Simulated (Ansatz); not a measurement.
# LuHg (Pm-3m): phonons and vibrational spectra

Task: relax LuHg (Pm-3m), then find its harmonic phonons.

Program: Ansatz 0.2.0. Level of theory: DFT PBEsol, scalar-relativistic, plane waves, PAW; PAW set soft_1. Results are calculated unless marked as measured.

## (1) The starting structure

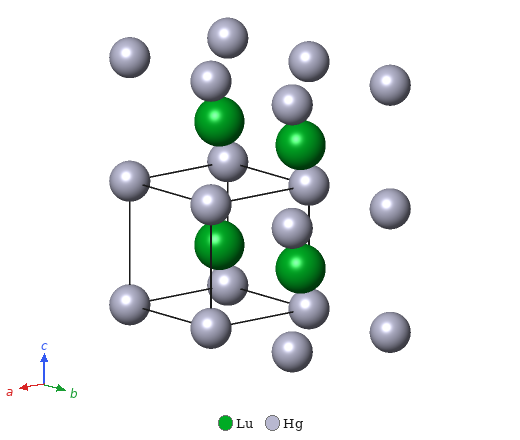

The starting structure, seen from a free direction (lutetium green, mercury light grey). 1×2×2 cells are drawn. Some periodic images of atoms are drawn too.

## (2) Relaxation

The cell and atoms are relaxed, since residual forces and stress would shift the frequencies.

The input, input.yaml:

```yaml
crystal:
  lattice:
    - [3.607, 0.0, 0.0]
    - [0.0, 3.607, 0.0]
    - [0.0, 0.0, 3.607]
  atoms:
    - { symbol: Lu, position: [0.5, 0.5, 0.5] }
    - { symbol: Hg, position: [0.0, 0.0, 0.0] }
kpoints:
  mp_grid: { grid: [12, 12, 12] }
hamiltonian:
  xc: pbesol
  pseudopotentials: { kind: paw, azcp: { folder: soft_1 }, xc_functional: pbe }
scf:
  occupations: { method: gaussian, width: 0.1 }
output:
  forces: true
  stress: true
  eigenvalues: true
relax:
  adjacent_minimum: "off"
  f_tol: 0.005
  max_steps: 80
  cell: { stress_tol: 0.05 }
```

On the command line:

```sh
$ ansatz run input.yaml --threads 4 --pin off --max-ram 10240MiB --backend cpu --events-out ev --progress --plain --runs-dir out
```

Numbers of over 12 decimals in the logs are rounded to 6 here.

What it wrote:

```text
Engine: ansatz 0.2.0, aarch64-unknown-linux-gnu
Pseudopotentials: kind: paw
Pseudopotential: Lu, paw, valence charge 25, recommended cutoff 420 eV (normal), soft_1/Lu.paw.azcp
Pseudopotential: Hg, paw, valence charge 20, recommended cutoff 420 eV (normal), soft_1/Hg.paw.azcp
Functional definition: PBEsol
  exchange = pbesol_x
  correlation = pbesol_c
Crystal: 2 atoms, lattice volume = 46.929 Å³
Basis set: ecut = 420 eV, 925 PW (Γ), exchange–correlation on 50×50×50 points (8 copies of the dense FFT grid, shifted against one another)
Bands: 27, of which v1, the nominal top of the filled ones, is band 23 counted from 1 (22 counted from 0)
Symmetry: 48 space group operations
Space group: Pm-3m (ITA 221), of the structure as read, at distance tolerance 3.6e-5 Å
k-points: 84 of 1728
Non-local potential: Lu, projectors of the file, l = 0: 3, l = 1: 2, l = 2: 2, l = 3: 3
Non-local potential: Hg, projectors of the file, l = 0: 3, l = 1: 2, l = 2: 2, l = 3: 1
PAW form: soft (Blöchl's): semilocal exchange-correlation on the pseudo side does not see the compensation charge
PAW frozen core: Lu, regenerated for the run's functional, and the local potential with it (the file was generated under x = pbe(κ = 0.804, μ = 0.219515), c = pbe(β = 0.066725))
PAW frozen core: Hg, regenerated for the run's functional, and the local potential with it (the file was generated under x = pbe(κ = 0.804, μ = 0.219515), c = pbe(β = 0.066725))
PAW one-centre angular grid: Lu, 590 points (default); XC on 64 Gauss nodes
PAW one-centre angular grid: Hg, 590 points (default); XC on 64 Gauss nodes
Initial density: superposition of atomic densities (chi_scale 0.1, normalization cell, long waves kept (reshape's long-wave potential 0.00 eV rms))
Initial wavefunctions: pseudopotential atomic-orbital guess
Functional: x = pbesol(κ = 0.804, μ = 0.123457), c = pbesol(β = 0.046)
SCF iter   1: F=—  HF=-28286.920083 eV  |F-HF|=—  |Δ(HF+E_count)|=         —  Δρ=1.42e-1  dr2=1.62e1  ethr=3.10e-3  ⟨swp⟩=5.2  Hψ=11242  notcnv=0
preconditioner: auto → Kerker (q_TF=auto, 2.709 Å⁻¹)  [metal: Δε(μ)=0.026 eV  Ē_g=12.460 eV  σ=0.100 eV  W_gap=0.15  n_scr=18 (ndim 8)  ℏωp=32.1 eV  f_vac=0.000  D(μ)=2.82/eV (n_scr^D=26)]
SCF iter   2: F=—  HF=-28283.672182 eV  |F-HF|=—  |Δ(HF+E_count)|=    3.25e0  Δρ=3.90e-2  dr2=1.48e0  ethr=3.10e-3  ⟨swp⟩=4.3  Hψ=6783  notcnv=0
SCF iter   3: F=—  HF=-28283.287670 eV  |F-HF|=—  |Δ(HF+E_count)|=   3.85e-1  Δρ=2.38e-2  dr2=3.68e-1  ethr=3.10e-3  ⟨swp⟩=3.0  Hψ=5038  notcnv=0
SCF iter   4: F=—  HF=-28283.143504 eV  |F-HF|=—  |Δ(HF+E_count)|=   1.44e-1  Δρ=1.22e-2  dr2=7.69e-2  ethr=8.19e-4  ⟨swp⟩=3.1  Hψ=5372  notcnv=0
SCF iter   5: F=—  HF=-28283.148858 eV  |F-HF|=—  |Δ(HF+E_count)|=   5.35e-3  Δρ=4.39e-3  dr2=4.67e-3  ethr=1.71e-4  ⟨swp⟩=3.0  Hψ=6231  notcnv=0
SCF iter   6: F=—  HF=-28283.147279 eV  |F-HF|=—  |Δ(HF+E_count)|=   1.58e-3  Δρ=9.76e-4  dr2=8.41e-4  ethr=1.04e-5  ⟨swp⟩=2.7  Hψ=4911  notcnv=0
SCF iter   7: F=—  HF=-28283.147078 eV  |F-HF|=—  |Δ(HF+E_count)|=   2.01e-4  Δρ=3.36e-4  dr2=8.68e-5  ethr=1.87e-6  ⟨swp⟩=2.2  Hψ=3918  notcnv=0
SCF iter   8: F=—  HF=-28283.147071 eV  |F-HF|=—  |Δ(HF+E_count)|=   7.21e-6  Δρ=6.97e-5  dr2=4.58e-6  ethr=1.93e-7  ⟨swp⟩=2.4  Hψ=4147  notcnv=0
SCF iter   9: F=—  HF=-28283.147082 eV  |F-HF|=—  |Δ(HF+E_count)|=   1.07e-5  Δρ=1.91e-5  dr2=3.01e-7  ethr=1.02e-8  ⟨swp⟩=2.5  Hψ=4497  notcnv=0
SCF iter  10: F=-28283.147081 eV  HF=-28283.147081 eV  |F-HF|=9.33e-9  |Δ(HF+E_count)|=   5.97e-8  Δρ=4.87e-6  dr2=1.36e-8  ethr=2.22e-10  ⟨swp⟩=9.5  Hψ=16322  notcnv=0
SCF 1 converged in 10 iterations: F = -28283.147081 eV  dr2 = 1.36e-8
  greatest PAW one-centre occupation: 1.000 electrons in one spin orbital (limit 2), on the Hg atom at site 1 (counted from 0), in its partial waves of l = 0
relax step   1: F+E_penalty+E_count = -28283.14708146 eV  Δ(F+E_penalty+E_count) = +0.000e0 eV  max|allowed force component| = 1.597e-29 eV/Å  Δτ_max = 0.0000 Å  P = -1.172 GPa  Ω = 46.929 Å³  (10 SCF iters, dr2 threshold 1.00e-7 eV, accepted)
Crystal: 2 atoms, lattice volume = 45.700 Å³
Basis set: ecut = 420 eV, 895 PW (Γ), exchange–correlation on 50×50×50 points (8 copies of the dense FFT grid, shifted against one another)
Initial density: handed on by an earlier stage of this run
Initial wavefunctions: those handed on with the density
iter 1 solved again at ethr=2.61e-5 eV; its pass at ethr=3.10e-3 eV (dr2=1.17e-2 eV) is discarded
SCF iter   1: F=—  HF=-28283.152104 eV  |F-HF|=—  |Δ(HF+E_count)|=         —  Δρ=3.44e-3  dr2=1.15e-2  ethr=2.61e-5  ⟨swp⟩=2.7  Hψ=15035  notcnv=0
preconditioner: auto → Kerker (q_TF=auto, 2.721 Å⁻¹)  [metal: Δε(μ)=0.025 eV  Ē_g=12.275 eV  σ=0.100 eV  W_gap=0.14  n_scr=18 (ndim 8)  ℏωp=32.5 eV  f_vac=0.000  D(μ)=1.50/eV (n_scr^D=6)]
SCF iter   2: F=—  HF=-28283.149432 eV  |F-HF|=—  |Δ(HF+E_count)|=   2.67e-3  Δρ=1.79e-3  dr2=3.60e-3  ethr=2.56e-5  ⟨swp⟩=2.0  Hψ=2853  notcnv=0
SCF iter   3: F=—  HF=-28283.148552 eV  |F-HF|=—  |Δ(HF+E_count)|=   8.80e-4  Δρ=7.19e-4  dr2=2.14e-4  ethr=8.00e-6  ⟨swp⟩=2.0  Hψ=3535  notcnv=0
SCF iter   4: F=—  HF=-28283.148560 eV  |F-HF|=—  |Δ(HF+E_count)|=   8.06e-6  Δρ=5.87e-4  dr2=8.56e-5  ethr=4.76e-7  ⟨swp⟩=3.2  Hψ=5158  notcnv=0
SCF iter   5: F=—  HF=-28283.148465 eV  |F-HF|=—  |Δ(HF+E_count)|=   9.54e-5  Δρ=1.68e-4  dr2=2.01e-5  ethr=1.90e-7  ⟨swp⟩=3.5  Hψ=5363  notcnv=0
SCF iter   6: F=—  HF=-28283.148468 eV  |F-HF|=—  |Δ(HF+E_count)|=   3.10e-6  Δρ=1.56e-4  dr2=1.17e-5  ethr=4.47e-8  ⟨swp⟩=3.0  Hψ=5278  notcnv=0
SCF iter   7: F=—  HF=-28283.148465 eV  |F-HF|=—  |Δ(HF+E_count)|=   3.38e-6  Δρ=4.84e-5  dr2=1.17e-6  ethr=2.59e-8  ⟨swp⟩=2.1  Hψ=3670  notcnv=0
SCF iter   8: F=-28283.148464 eV  HF=-28283.148464 eV  |F-HF|=1.67e-8  |Δ(HF+E_count)|=   3.44e-7  Δρ=4.66e-6  dr2=8.74e-9  ethr=4.44e-10  ⟨swp⟩=7.5  Hψ=16477  notcnv=0
SCF 2 converged in 8 iterations: F = -28283.148464 eV  dr2 = 8.74e-9
relax step   2: F+E_penalty+E_count = -28283.14846427 eV  Δ(F+E_penalty+E_count) = -1.383e-3 eV  max|allowed force component| = 1.394e-29 eV/Å  Δτ_max = 0.0000 Å  P = +0.987 GPa  Ω = 45.700 Å³  energy of the carried Pulay correction = +4.685e-4 eV  (8 SCF iters, dr2 threshold 2.00e-7 eV, accepted)
Crystal: 2 atoms, lattice volume = 46.253 Å³
iter 1 solved again at ethr=4.09e-6 eV; its pass at ethr=3.10e-3 eV (dr2=1.84e-3 eV) is discarded
SCF iter   1: F=—  HF=-28283.150652 eV  |F-HF|=—  |Δ(HF+E_count)|=         —  Δρ=1.54e-3  dr2=2.34e-3  ethr=4.09e-6  ⟨swp⟩=3.1  Hψ=13055  notcnv=0
preconditioner: auto → Kerker (q_TF=auto, 2.716 Å⁻¹)  [metal: Δε(μ)=0.027 eV  Ē_g=12.261 eV  σ=0.100 eV  W_gap=0.15  n_scr=18 (ndim 8)  ℏωp=32.3 eV  f_vac=0.000  D(μ)=1.36/eV (n_scr^D=6)]
SCF iter   2: F=—  HF=-28283.150113 eV  |F-HF|=—  |Δ(HF+E_count)|=   5.39e-4  Δρ=8.01e-4  dr2=7.28e-4  ethr=4.09e-6  ⟨swp⟩=2.0  Hψ=3013  notcnv=0
SCF iter   3: F=—  HF=-28283.149916 eV  |F-HF|=—  |Δ(HF+E_count)|=   1.97e-4  Δρ=3.04e-4  dr2=4.97e-5  ethr=1.62e-6  ⟨swp⟩=2.0  Hψ=3546  notcnv=0
SCF iter   4: F=—  HF=-28283.149910 eV  |F-HF|=—  |Δ(HF+E_count)|=   5.75e-6  Δρ=2.56e-4  dr2=1.78e-5  ethr=1.10e-7  ⟨swp⟩=3.0  Hψ=5151  notcnv=0
SCF iter   5: F=—  HF=-28283.149894 eV  |F-HF|=—  |Δ(HF+E_count)|=   1.54e-5  Δρ=7.50e-5  dr2=2.90e-6  ethr=3.95e-8  ⟨swp⟩=3.5  Hψ=5005  notcnv=0
SCF iter   6: F=—  HF=-28283.149894 eV  |F-HF|=—  |Δ(HF+E_count)|=   6.25e-7  Δρ=3.47e-5  dr2=4.07e-7  ethr=6.44e-9  ⟨swp⟩=2.2  Hψ=4044  notcnv=0
SCF iter   7: F=-28283.149894 eV  HF=-28283.149894 eV  |F-HF|=3.11e-8  |Δ(HF+E_count)|=   1.29e-7  Δρ=4.56e-6  dr2=1.69e-8  ethr=4.44e-10  ⟨swp⟩=8.7  Hψ=14091  notcnv=0
SCF 3 converged in 7 iterations: F = -28283.149894 eV  dr2 = 1.69e-8
relax step   3: F+E_penalty+E_count = -28283.14989368 eV  Δ(F+E_penalty+E_count) = -1.429e-3 eV  max|allowed force component| = 8.423e-30 eV/Å  Δτ_max = 0.0000 Å  P = -0.025 GPa  Ω = 46.253 Å³  energy of the carried Pulay correction = +2.559e-4 eV  (7 SCF iters, dr2 threshold 2.00e-7 eV, accepted)
Basis set: ecut = 420 eV, 895 PW (Γ), exchange–correlation on 48×48×48 points (8 copies of the dense FFT grid, shifted against one another)
Initial wavefunctions: pseudopotential atomic-orbital guess (no wavefunctions were taken with the density)
iter 1 solved again at ethr=5.80e-9 eV; its pass at ethr=3.10e-3 eV (dr2=2.61e-6 eV) is discarded
SCF iter   1: F=—  HF=-28283.149676 eV  |F-HF|=—  |Δ(HF+E_count)|=         —  Δρ=2.94e-5  dr2=9.38e-8  ethr=5.80e-9  ⟨swp⟩=6.0  Hψ=23628  notcnv=0
preconditioner: auto → Kerker (q_TF=auto, 2.716 Å⁻¹)  [metal: Δε(μ)=0.026 eV  Ē_g=12.256 eV  σ=0.100 eV  W_gap=0.15  n_scr=18 (ndim 8)  ℏωp=32.3 eV  f_vac=0.000  D(μ)=1.39/eV (n_scr^D=6)]
SCF iter   2: F=—  HF=-28283.149641 eV  |F-HF|=—  |Δ(HF+E_count)|=   3.53e-5  Δρ=1.99e-5  dr2=8.41e-8  ethr=2.08e-10  ⟨swp⟩=3.1  Hψ=5660  notcnv=0
SCF iter   3: F=—  HF=-28283.149641 eV  |F-HF|=—  |Δ(HF+E_count)|=   1.75e-8  Δρ=1.09e-5  dr2=1.74e-8  ethr=1.87e-10  ⟨swp⟩=3.0  Hψ=4230  notcnv=0
SCF iter   4: F=—  HF=-28283.149641 eV  |F-HF|=—  |Δ(HF+E_count)|=  4.84e-10  Δρ=3.67e-6  dr2=3.09e-9  ethr=3.86e-11  ⟨swp⟩=2.0  Hψ=4016  notcnv=0
SCF iter   5: F=—  HF=-28283.149641 eV  |F-HF|=—  |Δ(HF+E_count)|=  4.00e-11  Δρ=8.79e-7  dr2=3.67e-10  ethr=6.86e-12  ⟨swp⟩=2.1  Hψ=4063  notcnv=0
SCF iter   6: F=-28283.149641 eV  HF=-28283.149641 eV  |F-HF|=7.28e-12  |Δ(HF+E_count)|=  6.55e-11  Δρ=2.48e-7  dr2=2.00e-11  ethr=1.00e-12  ⟨swp⟩=8.7  Hψ=19612  notcnv=0
SCF 4 converged in 6 iterations: F = -28283.149641 eV  dr2 = 2.00e-11
relax step   4: F+E_penalty+E_count = -28283.14964115 eV  Δ(F+E_penalty+E_count) = +2.525e-4 eV  max|allowed force component| = 2.722e-29 eV/Å  Δτ_max = 0.0000 Å  P = -0.028 GPa  Ω = 46.253 Å³  stress off target by 2.80e-2 GPa  SCF on the basis re-selected at this cell (its energy is not comparable with the rows above)  (6 SCF iters)
basis re-selected at this cell: Δ(F+E_penalty+E_count) = +2.525e-4 eV, ΔP = -0.003 GPa vs the last step (what re-selecting the basis moved, of the pressure what is left beyond the Pulay correction that the steps carried, after the strain that the cell walked since its last selection, with what the two solves' SCF thresholds leave and, on support functions, any second-order correction that the steps lacked; it is no measure of the basis error at this ecutwfc). The dense FFT grid was sized anew with the basis: this SCF ran on 24×24×24 points, the steps before it on 25×25×25, so part of this shift can come from that change (see relax.cell in the input reference). [rest of the remark cut]
SCF converged after 6 iterations
Free energy (F): -28283.149641 eV
Harris-Foulkes:  -28283.149641 eV  (|F-HF|=7.28e-12)
Internal energy: -28283.142672 eV  (E = F + TS)
E sigma→0 (E₀):  -28283.146157 eV
Entropy (-TS):   -0.006969 eV (-3.485 meV/atom)
Fermi energy:    16.939937 eV
--- Per-component energies (eV) ---
  E_band       = -300.763816
  E_kinetic    = 993.479876
  E_local      = -8773.328424  (includes V_loc(G=0)·N_el)
  E_nonlocal   = 769.001708
  E_hartree    = 3695.811787
  E_xc         = -416.851920
  E_vxc        = -503.279858  (∫ρ·V_xc dr)
  E_paw        = -17111.161013  (= ΣΔE_a)
  E_vpaw       = -178.261335  (= ΣTr[D̂ρ^β])
  E_aug_tail   = 0.000473  (compensation charges beyond the density's cutoff)
  E_ewald      = -7441.615753
  E_core_change = 1.520594  (= ΣΔE_core)
  E_smearing   = -0.006969  (= −TS)
  E_closure    = -0.000000  (closes the sum)
  Σ components = -28283.149641   (vs F -28283.149641, Δ=0.00e0)
--- Forces (eV/Å), atoms counted from 1 ---
  atom   1  Lu     0.00000000     0.00000000     0.00000000
  atom   2  Hg     0.00000000     0.00000000    -0.00000000
  max |Σ_I F_I| component: 5.50e-29 eV/Å
--- Stress (GPa, compression-positive) ---
       -0.028013      -0.000000      -0.000000
       -0.000000      -0.028013      -0.000000
       -0.000000      -0.000000      -0.028013
  P = ⅓ Tr σ = -0.0280 GPa (-0.280 kbar)
--- Band table (eV; the first three rows and the last of 84) ---
  k-point 0: bands = [... 19 lower, 11.4120, 11.4322, 17.4048, 17.4048, 21.4494, 21.4494, 21.4494, 21.4974]
  k-point 1: bands = [... 19 lower, 11.4152, 11.4356, 17.3360, 17.3813, 20.5439, 20.5439, 20.9182, 21.4257]
  k-point 2: bands = [... 19 lower, 11.4241, 11.4451, 16.9226, 17.3165, 19.7360, 19.7360, 20.2681, 21.3612]
  k-point 83: bands = [... 19 lower, 11.4366, 14.8235, 14.8235, 14.8235, 15.3694, 22.2949, 22.2949, 22.2949]
--- Relaxed structure (3 steps of the walk, 3 accepted, 1 SCFs on fresh bases) ---
  F+E_penalty+E_count = -28283.14964115 eV   max|allowed force component| = 2.722e-29 eV/Å   (the final SCF, on the basis selected at the relaxed cell)
  cell:  # Å, volume = 46.2534 Å³
    - [3.589615, 0, 0]
    - [0, 3.589615, 0.0]
    - [0, 0.0, 3.589615]
  atoms:
    - { symbol: Lu, position: [0.5, 0.5, 0.5] }
    - { symbol: Hg, position: [0, 0, 0] }
```

Run time: 8.3 s. Hardware: 4 threads of Arm Neoverse V2, shared host; peak memory 0.42 GiB.

The steps of the relaxation:

| step | energy less that of the first step (eV) | largest force component (eV/Å) | pressure (GPa) | volume (Å³) |
| --- | --- | --- | --- | --- |
| 1 | 0.0000 | 0.0000 | -1.17 | 46.93 |
| 2 | -0.0014 | 0.0000 | 0.99 | 45.70 |
| 3 | -0.0028 | 0.0000 | -0.03 | 46.25 |
| 4* | -0.0026 | 0.0000 | -0.03 | 46.25 |

Relaxation steps marked * repeat the geometry before them on a plane-wave basis chosen anew for their cell, so energy and pressure can jump there.

The run keeps the 48 symmetry operations that it works with, so distortions that break them were not tested.

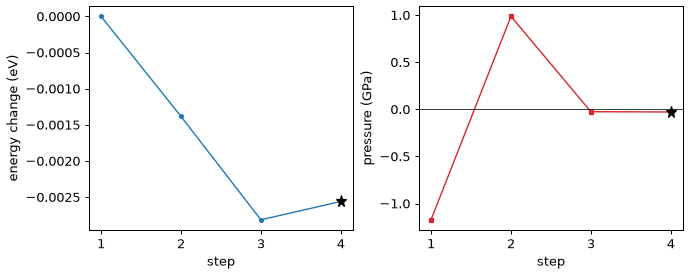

Energy and pressure along the relaxation. Stars mark steps on a basis chosen anew.

| conventional cell, symmetrised | before | after | change |
| --- | --- | --- | --- |
| a (Å) | 3.607 | 3.590 | -0.5 % |
| b (Å) | 3.607 | 3.590 | -0.5 % |
| c (Å) | 3.607 | 3.590 | -0.5 % |
| volume (Å³/atom) | 23.46 | 23.13 | -1.4 % |

The relaxed structure:

```xyz
2
Lattice="3.5896 0.0000 0.0000 0.0000 3.5896 0.0000 0.0000 0.0000 3.5896" Properties=species:S:1:pos:R:3 pbc="T T T"
Lu    1.7948    1.7948    1.7948
Hg    0.0000    0.0000    0.0000
```

Numbers from this step:

```yaml
pressure: -0.02801 GPa
volume_per_atom: 23.13 Å³
gap_on_the_k_mesh: 0 eV
```

In this step the volume went from 23.46 to 23.13 Å³/atom.

## (3) Relaxing to small forces for the phonons

Phonons need a cell at rest on their own settings, so the relaxation is repeated with tight tolerances on forces and stress on the k mesh and occupations of the first response run.

input.yaml, the sections that differ from step 2:

```yaml
crystal:
  lattice:
    - [3.5896151594, 0.0, 0.0]
    - [0.0, 3.5896151594, 0.0]
    - [0.0, 0.0, 3.5896151594]
  atoms:
    - { symbol: Lu, position: [0.5, 0.5, 0.5] }
    - { symbol: Hg, position: [0.0, 0.0, 0.0] }
scf:
  occupations: { method: methfessel_paxton, width: 0.2 }
relax:
  adjacent_minimum: "off"
  f_tol: 0.001
  max_steps: 60
  cell: { stress_tol: 0.01 }
# kpoints, hamiltonian, output: as in step 2
```

What it wrote:

```text
[...]
Crystal: 2 atoms, lattice volume = 46.253 Å³
Basis set: ecut = 420 eV, 895 PW (Γ), exchange–correlation on 48×48×48 points (8 copies of the dense FFT grid, shifted against one another)
Bands: 27, of which v1, the nominal top of the filled ones, is band 23 counted from 1 (22 counted from 0)
Symmetry: 48 space group operations
[...]
k-points: 84 of 1728
[...]
k-point 83: bands = [... 19 lower, 11.4323, 14.8232, 14.8232, 14.8232, 15.3713, 22.2944, 22.2944, 22.2944]
--- Relaxed structure (1 steps of the walk, 1 accepted, 1 SCFs on fresh bases) ---
[...]
cell:  # Å, volume = 46.2534 Å³
    - [3.5896151594, 0.0, 0.0]
    - [0.0, 3.5896151594, 0.0]
    - [0.0, 0.0, 3.5896151594]
  atoms:
    - { symbol: Lu, position: [0.500000, 0.500000, 0.500000] }
    - { symbol: Hg, position: [0.0, 0.0, 0.0] }
[key lines of the parts left out:]
SCF converged after 8 iterations
Free energy (F): -28283.145335 eV
Fermi energy:    16.954296 eV
P = ⅓ Tr σ = -0.0052 GPa (-0.052 kbar)
```

Wall time 4.2 s (4 threads); peak memory 0.42 GiB; 15 s of CPU time.

Little changed from the start: no atom moved by 0.005 Å and no cell edge by 0.1 %.

Numbers from this step:

- pressure: -0.005164 GPa

The forces vanish by symmetry and the pressure is -0.005 GPa, within the tolerances set. The cell now holds 23.13 Å³/atom.

## (4) Linear response at the zone centre

The zone centre comes first: it holds the modes that light can see, as far as symmetry allows. No field response is asked, since the mesh shows no gap.

input.yaml, as its differences from that of step 3:

```diff
@@ -16,9 +16,4 @@
 output:
-  forces: true
-  stress: true
   eigenvalues: true
-relax:
-  adjacent_minimum: "off"
-  f_tol: 0.001
-  max_steps: 60
-  cell: { stress_tol: 0.01 }
+phonons:
+  method: dfpt
```

What it wrote:

```text
[...]
Crystal: 2 atoms, lattice volume = 46.253 Å³
Basis set: ecut = 420 eV, 895 PW (Γ), exchange–correlation on 48×48×48 points (8 copies of the dense FFT grid, shifted against one another)
Bands: 27, of which v1, the nominal top of the filled ones, is band 23 counted from 1 (22 counted from 0)
Symmetry: 48 space group operations
k-points: 196 of 1728 (irreducible under 8 space group operations, time reversal used)
[...]
SCF iter   1: F=—  HF=-28286.957920 eV  |F-HF|=—  |Δ(HF+E_count)|=         —  Δρ=1.44e-1  dr2=1.63e1  ethr=3.10e-3  ⟨swp⟩=5.3  Hψ=26001  notcnv=0
[...]
SCF iter  13: F=-28283.145335 eV  HF=-28283.145335 eV  |F-HF|=7.28e-12  |Δ(HF+E_count)|=  5.09e-11  S|Δr|=    0.00e0  Δρ=9.68e-8  dr2=2.53e-12  ethr=1.00e-12  ⟨swp⟩=9.9  Hψ=42058  notcnv=0
SCF 1 converged in 13 iterations: F = -28283.145335 eV  dr2 = 2.53e-12
[...]
DFPT response loops at Γ: preconditioner auto → Kerker (q_TF=auto, 2.716 Å⁻¹) (partly filled bands, converged f_vac=0.000); β = 1.00, the filter's whole step (`scf.mixing.beta` (0.50) is not read by the response loops under this deck's `scf.mixing.preconditioner`; to damp them name `kerker` or `kerker_dos`, under which they read `scf.mixing.beta`, and type it under 1.00, their step now; both keys bind the ground state too); Broyden in place of MSR1
SCF converged after 13 iterations
[...]
Free energy (F): -28283.145335 eV
[...]
Internal energy: -28283.147850 eV  (E = F + TS)
E sigma→0 (E₀):  -28283.145964 eV
Entropy (-TS):   0.002514 eV (1.257 meV/atom)
Fermi energy:    16.954296 eV
[...]
--- Band table (eV; the first three rows and the last of 196) ---
  k-point 0: bands = [... 19 lower, 11.4076, 11.4281, 17.4032, 17.4032, 21.4466, 21.4466, 21.4466, 21.4979]
  k-point 1: bands = [... 19 lower, 11.4109, 11.4315, 17.3346, 17.3798, 20.5426, 20.5426, 20.9185, 21.4228]
  k-point 2: bands = [... 19 lower, 11.4197, 11.4410, 16.9219, 17.3148, 19.7346, 19.7346, 20.2676, 21.3583]
  k-point 195: bands = [... 19 lower, 11.4323, 14.8232, 14.8232, 14.8232, 15.3713, 22.2944, 22.2944, 22.2944]
--- Phonons (Γ-DFPT): 2 representative perturbations + reference, on 196 of 1728 k-points (Σ response iterations 6) ---
  k mesh reduced under 8 symmetry operations, with k and −k counted as one. Each operation leaves every solved perturbation unchanged. A smaller set is not used because it would not reduce the number of displacements times k-points to solve
  ASR residual: 1.297e-4 → 0.000e0 eV/Å²; symmetrization residual: 2.283e-5 eV/Å²
  ASR residual per site (eV/Å²): 6.52e-5 1.30e-4
  Γ frequencies (cm⁻¹): 0.00 0.00 0.00 86.75 86.75 86.75
  non-analytic LO–TO correction: not included (Born effective charges unavailable; polar crystals: no LO–TO splitting at Γ)
```

Wall time 19 s (4 threads); peak memory 0.9 GiB.

Numbers from this step:

```yaml
sum_rule_residual_before_enforcement: 1.30e-4 eV/Å²
point_group: m-3m
highest_optical_mode_at_the_zone_centre_no_lo_to_term: 86.75 cm⁻¹
lowest_optical_zone_centre_mode: 86.75 cm⁻¹
```

Patterns of degenerate modes are one choice out of their space. Modes at Γ, with each element's share of the kinetic energy:

| mode | frequency (cm⁻¹) | symmetry | Lu % | Hg % |
| --- | --- | --- | --- | --- |
| 1 | 0.0 | acoustic | 47 | 53 |
| 2 | 0.0 | acoustic | 47 | 53 |
| 3 | 0.0 | acoustic | 47 | 53 |
| 4 | 86.8 | T1u | 53 | 47 |
| 5 | 86.8 | T1u | 53 | 47 |
| 6 | 86.8 | T1u | 53 | 47 |

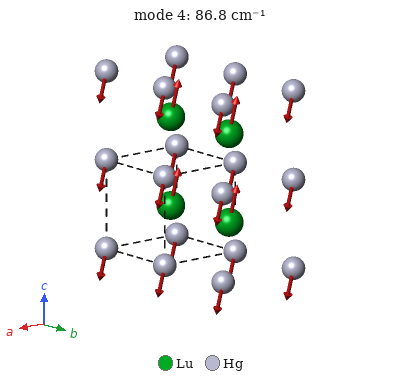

Displacement patterns of mode 4 at Γ; arrows are exaggerated. 1×2×2 cells are drawn. Some periodic images of atoms are drawn too.

Before it was imposed, the acoustic sum rule was missed by 1.3e-4 eV/Å². Small misses are needed for a sound result but don't prove that mesh and cutoff are converged. The lowest optical mode is real, 86.8 cm⁻¹.

[end of part 1 of 2]

[Logs are printed without paths, hosts, clocks, repeated set-up lines and the standing remarks that a program may print on its own settings, such as how far it seeks lower states.]

[Hosts, paths, dates, database ids (printed as entryN), source tags and the programs' standing remarks are cut or masked in the printed files.]
